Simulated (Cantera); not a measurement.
Feed: 1 mol CH₃Cl, 0.009 mol CH₄, 0.45 mol H₂, held at 1.00 Torr.

Equilibrium computed with Cantera from the NASA thermochemical tables; the gas is ideal and each condensed phase is pure. Candidate condensed phases: C, C₆H₆, C₇H₈, C₈H₁₈; 91 gas species. Rates play no part.

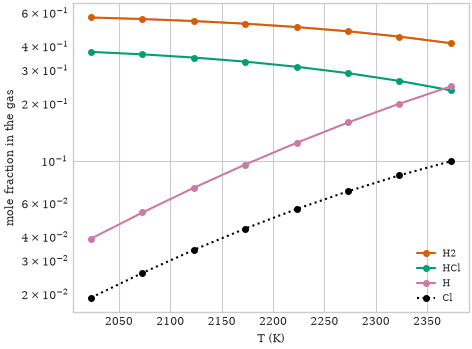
Figure. Equilibrium gas composition (values under 1e-9 drawn at 1e-9)

Read off the mole fractions at 2223 K.

H₂ about 0.51, HCl about 0.31, H about 0.12, Cl about 0.056.
